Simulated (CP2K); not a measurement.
# B3LYP/6-31G(d) (spherical functions) run of C3H10Si (trimethylsilane)

What is the energy change on altering one bond length of C3H10Si (trimethylsilane) at B3LYP/6-31G* (spherical functions)? 

The calculation is run with CP2K 2026.2.

1 further run of the same task is left out (it didn't finish).

### 1 The structure to begin with

The species is C3H10Si (14 atoms), meant as a singlet with charge 0. As SMILES, `C[SiH](C)C`. The coordinates come from a PBE0-D4/def2-TZVP relaxation.

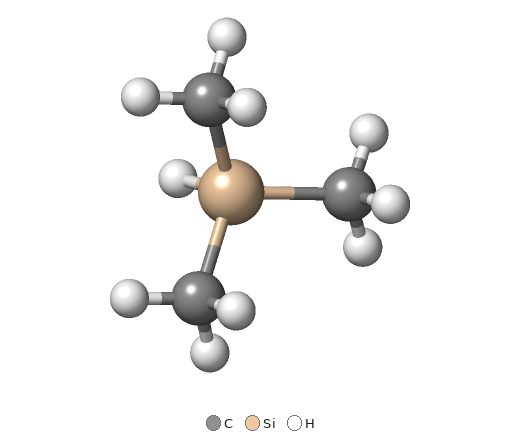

The structure, seen from a chosen angle (carbon grey, silicon light orange, hydrogen white).

### 2 A single-point energy at B3LYP/6-31G(d) (spherical functions)

qs.inp reads:

```
&GLOBAL
 PROJECT_NAME qs
 RUN_TYPE ENERGY
 PRINT_LEVEL MEDIUM
&END GLOBAL

&FORCE_EVAL
 METHOD QS
 &DFT
  BASIS_SET_FILE_NAME ./6_31gs.basis
  POTENTIAL_FILE_NAME POTENTIAL
  CHARGE 0
  MULTIPLICITY 1
  &QS
   METHOD GAPW
   EPS_DEFAULT 1.0E-10
  &END QS
  &MGRID
   CUTOFF 280
   REL_CUTOFF 50
   NGRIDS 4
  &END MGRID
  &POISSON
   PERIODIC NONE
   POISSON_SOLVER MULTIPOLE
  &END POISSON
  &SCF
   SCF_GUESS ATOMIC
   EPS_SCF 1.0E-07
   MAX_SCF 150
   ADDED_MOS 10
   &DIAGONALIZATION
    ALGORITHM STANDARD
   &END DIAGONALIZATION
   &MIXING
    METHOD DIRECT_P_MIXING
    ALPHA 0.4
   &END MIXING
  &END SCF
  &XC
   &XC_FUNCTIONAL
    &HYB_GGA_XC_B3LYP
    &END HYB_GGA_XC_B3LYP
   &END XC_FUNCTIONAL
   &HF
    FRACTION 0.2
    &SCREENING
     EPS_SCHWARZ 1.0E-10
     SCREEN_ON_INITIAL_P F
    &END SCREENING
    &INTERACTION_POTENTIAL
     POTENTIAL_TYPE COULOMB
    &END INTERACTION_POTENTIAL
    &MEMORY
     MAX_MEMORY 1050
    &END MEMORY
   &END HF
  &END XC
  &PRINT
   &MOMENTS
    PERIODIC F
    REFERENCE COM
    MAX_MOMENT 1
   &END MOMENTS
   &MO ON
    ENERGIES T
    OCCUPATION_NUMBERS T
    NDIGITS 6
    &EACH
     QS_SCF 0
    &END EACH
    ADD_LAST NUMERIC
   &END MO
   &LOWDIN ON
   &END LOWDIN
   &HIRSHFELD OFF
   &END HIRSHFELD
  &END PRINT
 &END DFT
 &SUBSYS
  &CELL
   ABC [angstrom] 10.9 11.5 10.7
   PERIODIC NONE
  &END CELL
  &COORD
   C     -0.956800     1.082600    -1.038400
   Si    -0.338800    -0.014600     0.348900
   C      1.239400     0.684100     1.077800
   C     -0.051300    -1.756700    -0.277600
   H     -1.888100     0.697200    -1.460900
   H     -1.145900     2.098700    -0.683100
   H     -0.221600     1.141300    -1.845900
   H     -1.379500    -0.059300     1.420400
   H      2.029000     0.733500     0.322800
   H      1.601800     0.063500     1.901200
   H      1.081800     1.694100     1.464300
   H     -0.968800    -2.184000    -0.689800
   H      0.706900    -1.767300    -1.065700
   H      0.291900    -2.413100     0.526000
  &END COORD
  &TOPOLOGY
   &CENTER_COORDINATES
   &END CENTER_COORDINATES
  &END TOPOLOGY
  &KIND C
   BASIS_SET 6-31Gs
   POTENTIAL ALL
   LEBEDEV_GRID 194
   RADIAL_GRID 100
  &END KIND
  &KIND Si
   BASIS_SET 6-31Gs
   POTENTIAL ALL
   LEBEDEV_GRID 194
   RADIAL_GRID 100
  &END KIND
  &KIND H
   BASIS_SET 6-31Gs
   POTENTIAL ALL
   LEBEDEV_GRID 194
   RADIAL_GRID 100
  &END KIND
 &END SUBSYS
&END FORCE_EVAL
```

The run is started by

```bash
$ OMP_NUM_THREADS=1 cp2k.psmp -i qs.inp > qs.out 2>&1
```

Standard output:

```text
CP2K| version string:                                       CP2K version 2026.2
[...]
 GLOBAL| Method name                                                        CP2K
[...]
 GLOBAL| Run type                                                         ENERGY
[...]
 DFT| Spin restricted Kohn-Sham (RKS) calculation                            RKS
 DFT| Multiplicity                                                             1
[...]
 DFT| Charge                                                                   0
[...]
 FUNCTIONAL| HYB_GGA_XC_B3LYP:
[...]
 QS| Method:                                                                GAPW
[...]
 QS| Density cutoff [a.u.]:                                                140.0
[...]
 QS| Relative density cutoff [a.u.]:                                        25.0
[...]
                             - Atoms:                                         14
[...]
                             - Spherical basis functions:                     80
[...]
 Number of electrons:                                                         42
[...]
     1 P_Mix/Diag. 0.40E+00    4.4     0.45881967      -410.2899626618 -4.10E+02
[...]
    14 DIIS/Diag.  0.44E-07    1.5     0.00000004      -409.8598228861  2.84E-13
  *** SCF run converged in    14 steps ***
[...]
  Overlap energy of the core charge distribution:               0.00000733063900
  Self energy of the core charge distribution:               -227.10338669057509
  Core Hamiltonian energy:                                   -178.54573742467119
  Hartree energy:                                              75.17281123111906
  Exchange-correlation energy:                                -12.32028482989597
  Hartree-Fock Exchange energy:                                -7.90560999469160
[...]
                     Mulliken Population Analysis
 #  Atom  Element  Kind  Atomic population                           Net charge
       1     C        1          6.655836                             -0.655836
       2     Si       2         13.382010                              0.617990
       3     C        1          6.655795                             -0.655795
       4     C        1          6.655801                             -0.655801
       5     H        3          0.837569                              0.162431
       6     H        3          0.837558                              0.162442
       7     H        3          0.841621                              0.158379
       8     H        3          1.100313                             -0.100313
       9     H        3          0.841615                              0.158385
      10     H        3          0.837579                              0.162421
      11     H        3          0.837557                              0.162443
      12     H        3          0.837523                              0.162477
[...]
  Dipole moment [Debye]
    X=  0.4447346E+00 Y=  0.1857127E-01 Z= -0.4572878E+00  Total=      0.6381582
 ENERGY| Total FORCE_EVAL ( QS ) energy [hartree]           -409.859822886117342
[...]
```

Run time: 25 s. Hardware: 1 thread of Arm Neoverse V2, shared host; peak memory 0.73 GiB.

### 3 The distorted shape

job.inp reads:

```
&FORCE_EVAL
   METHOD QS
   &DFT
      BASIS_SET_FILE_NAME ./6_31gs.basis
      POTENTIAL_FILE_NAME POTENTIAL
      ! Quickstep
      &QS
         METHOD GAPW
         EPS_DEFAULT 1.0E-10
      &END
      ! real-space grids
      &MGRID
         CUTOFF 280
         REL_CUTOFF 50
         NGRIDS 4
      &END
      ! isolated system
      &POISSON
         PERIODIC NONE
         POISSON_SOLVER MULTIPOLE
      &END
      ! SCF settings
      &SCF
         SCF_GUESS ATOMIC
         EPS_SCF 1.0E-06
         MAX_SCF 40
         &OT
            MINIMIZER CG
            PRECONDITIONER FULL_SINGLE_INVERSE
            LINESEARCH 3PNT
         &END
         &OUTER_SCF
            EPS_SCF 1.0E-06
            MAX_SCF 10
         &END
      &END
      ! functional
      &XC
         &XC_FUNCTIONAL
            &HYB_GGA_XC_B3LYP
            &END
         &END
         &HF
            FRACTION 0.2
            &SCREENING
               EPS_SCHWARZ 1.0E-10
            &END
            &MEMORY
               MAX_MEMORY 1050
            &END
         &END
      &END
      &PRINT
         &MOMENTS
            PERIODIC F
            REFERENCE COM
            MAX_MOMENT 1
         &END
         &MO_CUBES
            NLUMO 5
            NHOMO -1
            WRITE_CUBE F
         &END
         &LOWDIN ON
         &END
         &HIRSHFELD OFF
         &END
         &MO_MOLDEN ON
            NDIGITS 8
            NLUMO 5
         &END
      &END
   &END
   ! atoms, cell and kinds
   &SUBSYS
      &CELL
         ABC 11 11.7 11
         PERIODIC NONE
      &END
      &COORD
         C     -1.049487     1.247157    -1.246466
         Si    -0.338800    -0.014600     0.348900
         C      1.239400     0.684100     1.077800
         C     -0.051300    -1.756700    -0.277600
         H     -1.980787     0.861757    -1.668966
         H     -1.238587     2.263257    -0.891166
         H     -0.314287     1.305857    -2.053966
         H     -1.379500    -0.059300     1.420400
         H      2.029000     0.733500     0.322800
         H      1.601800     0.063500     1.901200
         H      1.081800     1.694100     1.464300
         H     -0.968800    -2.184000    -0.689800
         H      0.706900    -1.767300    -1.065700
         H      0.291900    -2.413100     0.526000
      &END
      &TOPOLOGY
         &CENTER_COORDINATES
         &END
      &END
      &KIND C
         BASIS_SET 6-31Gs
         POTENTIAL ALL
         LEBEDEV_GRID 194
         RADIAL_GRID 100
      &END
      &KIND Si
         BASIS_SET 6-31Gs
         POTENTIAL ALL
         LEBEDEV_GRID 194
         RADIAL_GRID 100
      &END
      &KIND H
         BASIS_SET 6-31Gs
         POTENTIAL ALL
         LEBEDEV_GRID 194
         RADIAL_GRID 100
      &END
   &END
&END

&GLOBAL
   PROJECT job
   RUN_TYPE ENERGY
   PRINT_LEVEL MEDIUM
&END
```

The run is started by

```bash
$ OMP_NUM_THREADS=1 cp2k.psmp -i job.inp > job.out 2>&1
```

Standard output, shortened:

```text
CP2K| version string:                                       CP2K version 2026.2
[...]
 GLOBAL| Method name                                                        CP2K
[...]
 GLOBAL| Run type                                                         ENERGY
[...]
 DFT| Spin restricted Kohn-Sham (RKS) calculation                            RKS
 DFT| Multiplicity                                                             1
[...]
 DFT| Charge                                                                   0
[...]
 FUNCTIONAL| HYB_GGA_XC_B3LYP:
[...]
 QS| Method:                                                                GAPW
[...]
 QS| Density cutoff [a.u.]:                                                140.0
[...]
 QS| Relative density cutoff [a.u.]:                                        25.0
[...]
                             - Atoms:                                         14
[...]
                             - Spherical basis functions:                     80
[...]
 Number of electrons:                                                         42
[...]
     1 OT CG       0.64E-01    4.4     0.83961167      -389.3754969477 -3.89E+02
[...]
    31 OT CG       0.32E-02    1.6     0.00000072      -409.8449315983 -7.11E-12
  *** SCF run converged in    31 steps ***
[...]
  Overlap energy of the core charge distribution:               0.00000732383598
  Self energy of the core charge distribution:               -227.10338669057509
  Core Hamiltonian energy:                                   -178.72503159643665
  Hartree energy:                                              75.35276121922034
  Exchange-correlation energy:                                -12.27062248936649
  Hartree-Fock Exchange energy:                                -7.89062026505692
[...]
                     Mulliken Population Analysis
 #  Atom  Element  Kind  Atomic population                           Net charge
       1     C        1          6.657422                             -0.657422
       2     Si       2         13.374168                              0.625832
       3     C        1          6.658662                             -0.658662
       4     C        1          6.658597                             -0.658597
[...]
  Dipole moment [Debye]
    X=  0.6569143E+00 Y= -0.2993547E+00 Z= -0.8623292E-01  Total=      0.7270390
[...]
 HOMO - LUMO gap [eV] :    9.225794
 ENERGY| Total FORCE_EVAL ( QS ) energy [hartree]           -409.844931598334711
[...]
```

Wall time 7 min (1 thread of Arm Neoverse V2, shared host); peak memory 0.8 GiB.

### 4 Summary of results

At B3LYP/6-31G* (spherical functions):

```
                                                          quantity          value
                                         first shape: total energy  -409.85982 Eh
                                        first shape: dipole moment         0.64 D
                                          first shape: HOMO energy       -8.10 eV
                                          first shape: LUMO energy        2.21 eV
                                        first shape: HOMO–LUMO gap       10.31 eV
                                     distorted shape: total energy  -409.84493 Eh
                                    distorted shape: dipole moment         0.73 D
                                      distorted shape: HOMO energy       -7.48 eV
                                      distorted shape: LUMO energy        1.74 eV
                                    distorted shape: HOMO–LUMO gap        9.23 eV
energy change with the C1–Si2 bond stretched from 1.874 to 2.155 Å       0.405 eV
```

**Reading.** With the C1–Si2 bond stretched from 1.874 to 2.155 Å the energy rises by 0.41 eV (39.1 kJ/mol). The first shape isn't relaxed at this level, so the change isn't measured from a minimum.
